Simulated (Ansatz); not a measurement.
# CBF5 (SMILES FB(F)C(F)(F)F): what the fields show

The calculation's input:

```
basis:
  gaussian:
    orbitals: def2-SVPD
crystal:
  periodic: [false, false, false]
  atoms:
    - {symbol: C, position_ang: [-0.488643, -0.604964, -0.342505]}
    - {symbol: B, position_ang: [-1.939227, -0.313678, 0.296687]}
    - {symbol: F, position_ang: [-2.947849, -0.062046, -0.494777]}
    - {symbol: F, position_ang: [-2.111445, -0.326563, 1.590771]}
    - {symbol: F, position_ang: [-0.074958, 0.448347, -1.058237]}
    - {symbol: F, position_ang: [-0.543194, -1.660697, -1.163907]}
    - {symbol: F, position_ang: [0.434008, -0.856241, 0.584939]}
hamiltonian:
  xc: {name: PBE0}
output:
  forces: true
  orbitals: {seedname: orbitals}
```

Run with:

```sh
ansatz run input.yaml --threads 2 --pin off --max-ram 5220MiB --events-out events.jsonl --progress --plain --runs-dir runs
```

Geometry: PBE0-D4/def2-SVP.

Computed with isolated molecule in a Gaussian basis; Kohn-Sham density functional theory, functional PBE0 in Ansatz.

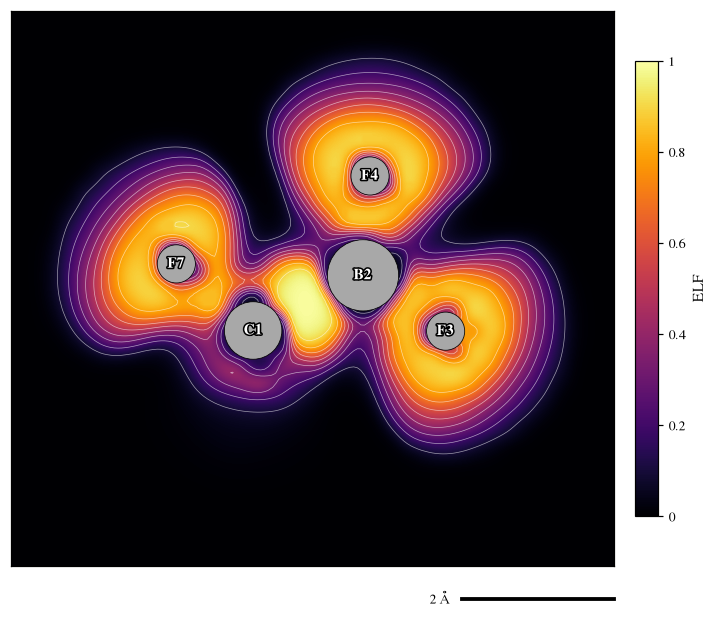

Figure 1. Electron localisation function on the plane of atoms F3, B2 and F4. Grey discs cover the atomic cores.

What does the map show?

Answer.
- Atoms in the plane: C, B and F.
- B–F (1.31 Å): the ELF peaks at about 0.85 between the atoms, as expected for a polar covalent bond.
- C–F (1.33 Å): the ELF peaks at about 0.85 between the atoms (a polar covalent bond).
- C–B (1.61 Å): the ELF peaks at about 1 between the atoms (a covalent bond).
- The ELF also peaks beside F3, F7 and F4, away from the bonds: lone-pair regions.

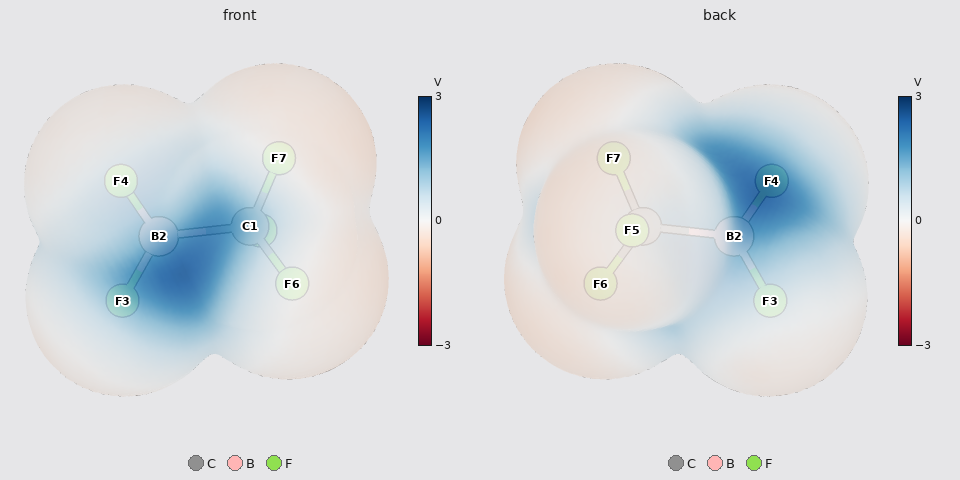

Figure 2. The electrostatic potential painted on the density surface at 0.001 e/bohr³, seen from the front and from behind; red is negative and blue positive.

Describe the electrostatic potential map.

Answer. The most negative region (about −0.3 V, or −7 kcal/mol for a unit charge) lies over F5, F6 and F7, the most positive (about +2.4 V, or +55 kcal/mol for a unit charge) over B2.

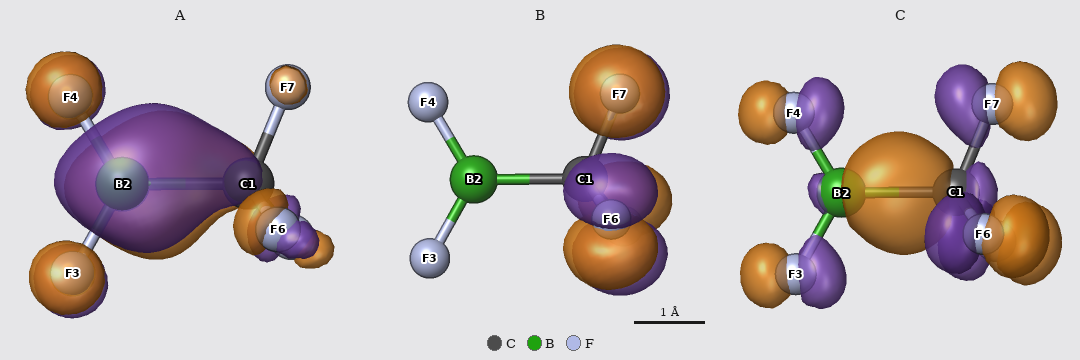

Figure 3. Three frontier orbitals at ±0.15 Å⁻³ᐟ² (orange and purple are the two phases), in no order.

Order the three orbitals by energy and name them.

Answer. B is the HOMO−1 (−12.35 eV). By Hirshfeld shares it lies mainly on F7 (about 35 %), F5 (about 30 %) and F6 (about 30 %); largely a combination of lone pairs on F7, F5 and F6. C is the HOMO (−10.84 eV). Its weight (Hirshfeld) is mainly on C1 (about 20 %), B2 (about 15 %), F6 (about 15 %), F5 (about 15 %), F7 (about 15 %) and F3 (about 10 %). A is the LUMO (−1.35 eV). By Hirshfeld shares it lies mainly on B2 (about 50 %), C1 (about 15 %), F4 (about 10 %) and F3 (about 10 %).

What is the HOMO–LUMO gap?

Answer. 9.49 eV between the orbital energies.
